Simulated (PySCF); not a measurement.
# Amminetrifluoroboron (BF₃H₃N): electronic excitations at several levels of theory, part 2 of 2

PySCF 2.14.0. Atoms count from 0. Earlier steps stand in the parts before.

## 10. Excited states and response: wB97X-D/def2-SVPD

Job settings and geometry (Å):

```
{"job": {"kind": "uv", "xc": "wB97X-D", "basis": "def2-SVPD", "ip": true}, "charge": 0, "multiplicity": 1}
N      0.827152    -0.078472     0.011521
B     -0.839979     0.084077    -0.026132
F     -1.228579    -0.727527    -1.054612
F     -1.033063     1.417581    -0.251644
F     -1.236313    -0.340907     1.210090
H      1.081323    -1.036117     0.255737
H      1.223096     0.554568     0.707188
H      1.224494     0.145607    -0.901278
```

Method: TDDFT wB97X-D/def2-SVPD, vertical, gas phase, core orbitals frozen in the response.

The program printed:

```text
coarse grid: 7272 points
cycle   1  E = -380.6261824501  dE =  4.561e-01  |g| = 8.048e-01  |ddm| = 3.705e+00
cycle   2  E = -380.6376962591  dE = -1.151e-02  |g| = 8.595e-01  |ddm| = 1.615e+00
cycle   3  E = -380.7457967225  dE = -1.081e-01  |g| = 3.628e-02  |ddm| = 5.498e-01
cycle   4  E = -380.7460642889  dE = -2.676e-04  |g| = 1.678e-02  |ddm| = 7.246e-02
cycle   5  E = -380.7461193147  dE = -5.503e-05  |g| = 6.026e-03  |ddm| = 2.617e-02
cycle   6  E = -380.7461266841  dE = -7.369e-06  |g| = 4.816e-04  |ddm| = 6.803e-03
final grid: 73128 points
cycle   7  E = -380.7825031294  dE = -8.779e-05  |g| = 7.194e-03  |ddm| = 1.576e-01
cycle   8  E = -380.7825052242  dE = -2.095e-06  |g| = 7.024e-03  |ddm| = 3.241e-02
cycle   9  E = -380.7825138857  dE = -8.661e-06  |g| = 4.900e-04  |ddm| = 4.882e-03
cycle  10  E = -380.7825139395  dE = -5.384e-08  |g| = 2.803e-04  |ddm| = 3.325e-03
cycle  11  E = -380.7825139540  dE = -1.448e-08  |g| = 5.839e-05  |ddm| = 8.530e-04
cycle  12  E = -380.7825139547  dE = -6.904e-10  |g| = 1.220e-05  |ddm| = 1.286e-04
converged SCF energy = -380.7825139547

Static polarisability (au): isotropic 27.181, principal 26.474 26.484 28.586

Singlet excitations
state   eV       nm        f      main configurations
  1   9.3591    132.5   0.09774   H-1->L 0.96
  2   9.6145    129.0   0.00001   H->L 0.95
  3  10.1804    121.8   0.00802   H-2->L 0.93
  4  10.1842    121.7   0.00799   H-3->L 0.93
  5  10.8047    114.8   0.01547   H-4->L 0.85
  6  10.8078    114.7   0.01537   H-5->L 0.85
  7  11.2800    109.9   0.03472   H-1->L+2 0.79
  8  11.2805    109.9   0.03488   H-1->L+1 0.80
  9  11.4816    108.0   0.00000   H->L+3 0.90
 10  11.6550    106.4   0.00144   H-1->L+3 0.84

Triplet excitations (Tamm-Dancoff, eV): 9.1047 9.5841 10.1356 10.1395
Vertical ionisation energy (delta-SCF) = 13.1941 eV
```

Wall time 54 s (1 thread, shared host).

This run: HOMO -12.40 eV, LUMO 1.29 eV; lowest singlet 9.36 eV.

## 11. TDDFT and polarisability: LC-wPBE/def2-SVPD

Same as in step 10 but for these lines:

```diff
@@ -1,2 +1,2 @@
-{"job": {"kind": "uv", "xc": "wB97X-D", "basis": "def2-SVPD", "ip": true}, "charge": 0, "multiplicity": 1}
+{"job": {"kind": "uv", "xc": "LC-wPBE", "basis": "def2-SVPD", "ip": true}, "charge": 0, "multiplicity": 1}
 N      0.827152    -0.078472     0.011521
```

With the program's defaults for keys left out, this is: TDDFT LC-wPBE/def2-SVPD, vertical, gas phase, core orbitals frozen in the response.

The program printed:

```text
coarse grid: 7272 points
cycle   1  E = -380.5065963647  dE =  4.958e-01  |g| = 8.190e-01  |ddm| = 3.549e+00
cycle   2  E = -380.5354032866  dE = -2.881e-02  |g| = 8.227e-01  |ddm| = 1.609e+00
cycle   3  E = -380.6340019755  dE = -9.860e-02  |g| = 3.936e-02  |ddm| = 5.428e-01
cycle   4  E = -380.6344055927  dE = -4.036e-04  |g| = 1.261e-02  |ddm| = 1.100e-01
cycle   5  E = -380.6344421767  dE = -3.658e-05  |g| = 5.591e-03  |ddm| = 3.341e-02
cycle   6  E = -380.6344483977  dE = -6.221e-06  |g| = 6.923e-04  |ddm| = 6.946e-03
final grid: 73128 points
cycle   7  E = -380.6874871821  dE = -4.152e-05  |g| = 8.838e-03  |ddm| = 4.359e-02
cycle   8  E = -380.6874866426  dE =  5.396e-07  |g| = 8.892e-03  |ddm| = 1.056e-02
cycle   9  E = -380.6874982634  dE = -1.162e-05  |g| = 2.660e-04  |ddm| = 5.851e-03
cycle  10  E = -380.6874983131  dE = -4.975e-08  |g| = 1.178e-04  |ddm| = 8.266e-04
cycle  11  E = -380.6874983164  dE = -3.238e-09  |g| = 3.301e-05  |ddm| = 1.717e-04
cycle  12  E = -380.6874983167  dE = -3.391e-10  |g| = 5.110e-06  |ddm| = 8.003e-05
converged SCF energy = -380.6874983167

Static polarisability (au): isotropic 27.121, principal 26.480 26.493 28.390

Singlet excitations
state   eV       nm        f      main configurations
  1   9.6821    128.1   0.09745   H-1->L 0.93
  2  10.0599    123.2   0.00001   H->L 0.87
  3  10.6153    116.8   0.01472   H-2->L 0.83
  4  10.6186    116.8   0.01474   H-3->L 0.83
  5  11.1999    110.7   0.02066   H-4->L 0.67, H-1->L+2 0.08
  6  11.2028    110.7   0.02046   H-5->L 0.67, H-1->L+3 0.09
  7  11.6253    106.7   0.03593   H-1->L+3 0.67, H-1->L+2 0.10
  8  11.6262    106.6   0.03616   H-1->L+2 0.67, H-1->L+3 0.10
  9  11.7745    105.3   0.00001   H->L+1 0.81
 10  11.8568    104.6   0.00438   H-1->L+1 0.73

Triplet excitations (Tamm-Dancoff, eV): 9.3370 9.9743 10.4859 10.4890
Vertical ionisation energy (delta-SCF) = 13.4487 eV
```

Run time: 99 s. Hardware: 1 thread, shared host.

This run: HOMO -13.23 eV, LUMO 1.37 eV; lowest singlet 9.68 eV.

## 12. TDDFT and polarisability: PBE0/6-31G*

Same as in step 11 but for these lines:

```diff
@@ -1,2 +1,2 @@
-{"job": {"kind": "uv", "xc": "LC-wPBE", "basis": "def2-SVPD", "ip": true}, "charge": 0, "multiplicity": 1}
+{"job": {"kind": "uv", "xc": "PBE0", "basis": "6-31G*"}, "charge": 0, "multiplicity": 1}
 N      0.827152    -0.078472     0.011521
```

Method: TDDFT PBE0/6-31G*, vertical, gas phase, core orbitals frozen in the response.

The program printed:

```text
coarse grid: 7272 points
cycle   1  E = -380.6360761170  dE =  4.592e-01  |g| = 8.470e-01  |ddm| = 2.481e+00
cycle   2  E = -380.5838298784  dE =  5.225e-02  |g| = 1.068e+00  |ddm| = 1.226e+00
cycle   3  E = -380.7552787669  dE = -1.714e-01  |g| = 5.094e-02  |ddm| = 6.355e-01
cycle   4  E = -380.7557105373  dE = -4.318e-04  |g| = 2.364e-02  |ddm| = 4.850e-02
cycle   5  E = -380.7558209387  dE = -1.104e-04  |g| = 5.872e-03  |ddm| = 1.863e-02
cycle   6  E = -380.7558282704  dE = -7.332e-06  |g| = 6.238e-04  |ddm| = 4.142e-03
final grid: 73128 points
cycle   7  E = -380.7504862722  dE = -3.935e-05  |g| = 4.782e-03  |ddm| = 1.508e-02
cycle   8  E = -380.7504845146  dE =  1.758e-06  |g| = 5.699e-03  |ddm| = 6.980e-03
cycle   9  E = -380.7504910953  dE = -6.581e-06  |g| = 2.771e-04  |ddm| = 3.632e-03
cycle  10  E = -380.7504911034  dE = -8.129e-09  |g| = 1.900e-04  |ddm| = 2.725e-04
cycle  11  E = -380.7504911089  dE = -5.486e-09  |g| = 3.163e-05  |ddm| = 1.242e-04
cycle  12  E = -380.7504911091  dE = -1.902e-10  |g| = 2.907e-06  |ddm| = 2.232e-05
converged SCF energy = -380.7504911091

Static polarisability (au): isotropic 19.791, principal 19.638 19.655 20.078

Singlet excitations
state   eV       nm        f      main configurations
  1   9.3644    132.4   0.00001   H->L 1.00
  2   9.5105    130.4   0.07788   H-1->L 0.99
  3   9.9692    124.4   0.00017   H-2->L 0.99
  4   9.9725    124.3   0.00016   H-3->L 0.99
  5  10.6041    116.9   0.00770   H-4->L 0.99
  6  10.6075    116.9   0.00766   H-5->L 0.99
  7  11.2628    110.1   0.00009   H->L+2 0.90, H->L+1 0.10
  8  11.2636    110.1   0.00007   H->L+1 0.90, H->L+2 0.10
  9  11.2977    109.7   0.03346   H-1->L+2 0.84, H-1->L+1 0.13
 10  11.2984    109.7   0.03368   H-1->L+1 0.84, H-1->L+2 0.13

Triplet excitations (Tamm-Dancoff, eV): 9.0822 9.3376 9.9028 9.9063
```

It took 4.8 s on 1 thread, shared host.

This run: HOMO -9.49 eV, LUMO 1.09 eV; lowest singlet 9.36 eV.

## 13. Ultraviolet spectrum: PBE0/def2-SVP

Same as in step 12 but for these lines:

```diff
@@ -1,2 +1,2 @@
-{"job": {"kind": "uv", "xc": "PBE0", "basis": "6-31G*"}, "charge": 0, "multiplicity": 1}
+{"job": {"kind": "uv", "xc": "PBE0", "basis": "def2-SVP"}, "charge": 0, "multiplicity": 1}
 N      0.827152    -0.078472     0.011521
```

With the program's defaults for keys left out, this is: TDDFT PBE0/def2-SVP, vertical, gas phase, core orbitals frozen in the response.

The program printed:

```text
coarse grid: 7272 points
cycle   1  E = -380.3305144888  dE =  4.263e-01  |g| = 8.166e-01  |ddm| = 2.743e+00
cycle   2  E = -380.2750492075  dE =  5.547e-02  |g| = 1.048e+00  |ddm| = 1.180e+00
cycle   3  E = -380.4437841491  dE = -1.687e-01  |g| = 4.559e-02  |ddm| = 6.366e-01
cycle   4  E = -380.4440917706  dE = -3.076e-04  |g| = 2.422e-02  |ddm| = 4.931e-02
cycle   5  E = -380.4442089994  dE = -1.172e-04  |g| = 4.828e-03  |ddm| = 1.912e-02
cycle   6  E = -380.4442139126  dE = -4.913e-06  |g| = 6.783e-04  |ddm| = 3.821e-03
final grid: 73128 points
cycle   7  E = -380.4802964210  dE = -3.939e-05  |g| = 5.070e-03  |ddm| = 1.477e-02
cycle   8  E = -380.4802948689  dE =  1.552e-06  |g| = 5.826e-03  |ddm| = 7.138e-03
cycle   9  E = -380.4803014155  dE = -6.547e-06  |g| = 2.788e-04  |ddm| = 3.869e-03
cycle  10  E = -380.4803014263  dE = -1.078e-08  |g| = 1.591e-04  |ddm| = 2.798e-04
cycle  11  E = -380.4803014303  dE = -3.936e-09  |g| = 4.348e-05  |ddm| = 1.127e-04
cycle  12  E = -380.4803014306  dE = -3.122e-10  |g| = 4.374e-06  |ddm| = 3.421e-05
converged SCF energy = -380.4803014306

Static polarisability (au): isotropic 19.733, principal 19.514 19.531 20.153

Singlet excitations
state   eV       nm        f      main configurations
  1   9.0985    136.3   0.00001   H->L 1.00
  2   9.2084    134.6   0.08676   H-1->L 0.99
  3   9.7108    127.7   0.00007   H-2->L 0.99
  4   9.7140    127.6   0.00007   H-3->L 0.99
  5  10.3473    119.8   0.00861   H-4->L 0.98
  6  10.3508    119.8   0.00858   H-5->L 0.98
  7  11.0198    112.5   0.03612   H-1->L+1 0.93
  8  11.0204    112.5   0.03590   H-1->L+2 0.92
  9  11.0305    112.4   0.00058   H->L+1 0.85, H->L+2 0.12
 10  11.0307    112.4   0.00037   H->L+2 0.86, H->L+1 0.12

Triplet excitations (Tamm-Dancoff, eV): 8.8292 9.0705 9.6467 9.6500
```

It took 5.1 s on 1 thread, shared host.

Key values: HOMO -9.84 eV, LUMO 0.44 eV; lowest singlet 9.10 eV.

## 14. TDDFT and polarisability: PBE0/def2-TZVP

Same as in step 13 but for these lines:

```diff
@@ -1,2 +1,2 @@
-{"job": {"kind": "uv", "xc": "PBE0", "basis": "def2-SVP"}, "charge": 0, "multiplicity": 1}
+{"job": {"kind": "uv", "xc": "PBE0", "basis": "def2-TZVP"}, "charge": 0, "multiplicity": 1}
 N      0.827152    -0.078472     0.011521
```

With the program's defaults for keys left out, this is: TDDFT PBE0/def2-TZVP, vertical, gas phase, core orbitals frozen in the response.

The program printed:

```text
coarse grid: 7272 points
cycle   1  E = -380.8299342850  dE =  4.617e-01  |g| = 8.438e-01  |ddm| = 2.038e+00
cycle   2  E = -380.7519796227  dE =  7.795e-02  |g| = 1.179e+00  |ddm| = 9.602e-01
cycle   3  E = -380.9433799431  dE = -1.914e-01  |g| = 4.636e-02  |ddm| = 5.009e-01
cycle   4  E = -380.9436299404  dE = -2.500e-04  |g| = 3.045e-02  |ddm| = 4.536e-02
cycle   5  E = -380.9438045878  dE = -1.746e-04  |g| = 4.820e-03  |ddm| = 1.768e-02
cycle   6  E = -380.9438090482  dE = -4.460e-06  |g| = 9.145e-04  |ddm| = 2.755e-03
final grid: 73128 points
cycle   7  E = -380.9397305648  dE = -1.387e-04  |g| = 7.695e-03  |ddm| = 3.538e-02
cycle   8  E = -380.9397272067  dE =  3.358e-06  |g| = 8.962e-03  |ddm| = 7.498e-03
cycle   9  E = -380.9397391223  dE = -1.192e-05  |g| = 4.158e-04  |ddm| = 3.990e-03
cycle  10  E = -380.9397391421  dE = -1.980e-08  |g| = 1.921e-04  |ddm| = 2.858e-04
cycle  11  E = -380.9397391477  dE = -5.570e-09  |g| = 6.456e-05  |ddm| = 1.270e-04
cycle  12  E = -380.9397391484  dE = -6.961e-10  |g| = 9.410e-06  |ddm| = 3.253e-05
converged SCF energy = -380.9397391484

Static polarisability (au): isotropic 25.101, principal 24.535 24.549 26.218

Singlet excitations
state   eV       nm        f      main configurations
  1   8.8718    139.8   0.01121   H->L 0.87, H-1->L 0.12
  2   8.8788    139.6   0.08203   H-1->L 0.87, H->L 0.12
  3   9.4638    131.0   0.00138   H-2->L 0.99
  4   9.4669    131.0   0.00138   H-3->L 0.99
  5  10.0905    122.9   0.01222   H-4->L 0.98
  6  10.0942    122.8   0.01218   H-5->L 0.98
  7  10.7173    115.7   0.02812   H-1->L+1 0.98
  8  10.7187    115.7   0.02799   H-1->L+2 0.98
  9  10.8428    114.3   0.00007   H->L+1 0.99
 10  10.8436    114.3   0.00008   H->L+2 0.99

Triplet excitations (Tamm-Dancoff, eV): 8.5366 8.8380 9.3938 9.3969
```

It took 13 s on 1 thread, shared host.

In short: HOMO -10.22 eV, LUMO -0.18 eV; lowest singlet 8.87 eV.

## 15. Comparing the runs: electronic excitations

Excitations and ground-state properties, with basis size and wall time:

```tsv
run	lowest singlet (eV)	brightest (eV)	f	gap (eV)	α (Å³)	μ (D)	functions	time
HF/def2-SVPD	11.24	11.24	0.112	16.95	3.55	6.31	133	6 s
LDA/def2-SVPD	7.27	7.74	0.079	7.26	4.35	6.07	133	45 s
PBE/def2-SVPD	7.05	7.57	0.080	7.05	4.36	6.01	133	69 s
B3LYP/def2-SVPD	8.37	8.48	0.086	9.27	4.11	6.10	133	54 s
PBE0/def2-SVPD	8.83	8.83	0.070	9.95	4.05	6.13	133	57 s
BHandHLYP/def2-SVPD	9.68	9.68	0.096	12.42	3.84	6.22	133	54 s
CAM-B3LYP/def2-SVPD	9.02	9.02	0.091	12.16	4.06	6.16	133	60 s
wB97X-D/def2-SVPD	9.36	9.36	0.098	13.69	4.03	6.16	133	54 s
LC-wPBE/def2-SVPD	9.68	9.68	0.097	14.61	4.02	6.19	133	99 s
PBE0/6-31G*	9.36	9.51	0.078	10.58	2.93	6.11	76	4.8 s
PBE0/def2-SVP	9.10	9.21	0.087	10.28	2.92	6.29	85	5.1 s
PBE0/def2-TZVP	8.87	8.88	0.082	10.04	3.72	6.11	173	13 s
```

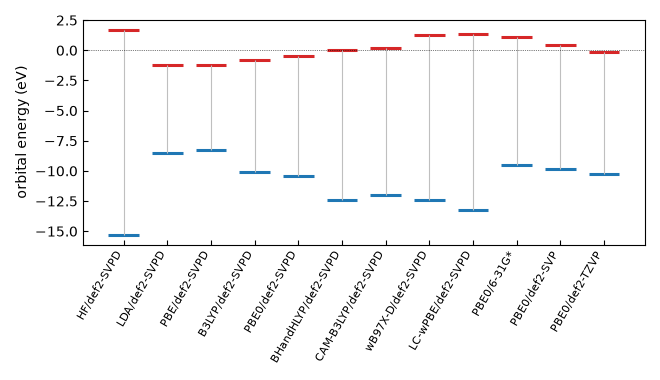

HOMO (blue) and LUMO (red) run by run.

Measured dipole: 5.90 D (gas; NIST CCCBDB Release 22 (SRD 101), experimental dipoles).

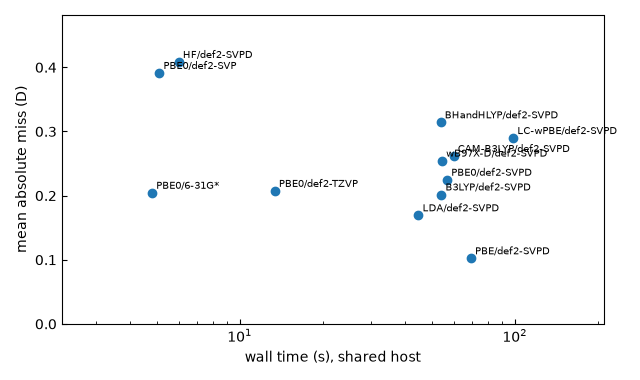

Cost against miss for the measured dipole.

## 16. Outcome

The summary covers parts 1 to 2.

| quantity | value |
| --- | --- |
| point group | C3 |
| rotational constants (main isotopes) | 4.90, 4.68, 4.68 GHz |
| lowest singlet (HF/def2-SVPD) | 11.24 eV (110 nm), f = 0.112 |
| lowest triplet | 10.64 eV |
| vertical ionisation energy (ΔSCF) | 13.58 eV |
| range of the lowest singlet | 7.05 to 11.24 eV |

In words: Single values in the summary come from the first run of each kind that ended normally (HF/def2-SVPD), which need not be the best level. Over 9 steps the energy fell by 0.033 eV; of the close pairs, N0–B1 changed most, 1.720 to 1.675 Å. No frequency check was run at this level, so the end point may be a saddle. The lowest singlet, at 11.24 eV, is HOMO→LUMO 0.88 and is bright; of the 10 states computed, the strongest absorption comes from states 8 to 9 together at 13.91 eV. The lowest triplet lies 0.60 eV below the lowest singlet (triplets in Tamm-Dancoff, singlets in full TDDFT). At HF/def2-SVPD, the highest states lie near or above the ionisation energy, where they hang on the basis. The orbital energy would give 15.27 eV for ionisation, ΔSCF gives 13.58 eV. The dipole moment, 6.31 D, compares with 5.90 D measured (one conformer here). The lowest singlet runs from 7.05 eV (PBE/def2-SVPD) to 11.24 eV (HF/def2-SVPD), while the orbital gap spans 7.05 to 16.95 eV. The lowest state need not be the same one in every run. The runs solved for a few states only, so the brightest column depends on that window. For the measured dipole, PBE/def2-SVPD misses least (0.10 D, 69 s) and HF/def2-SVPD most (0.41 D, 6 s); the quickest, PBE0/6-31G*, misses by 0.20 D in 4.8 s. One molecule ranks no method: errors cancel, and vibration and temperature are missing from all runs.
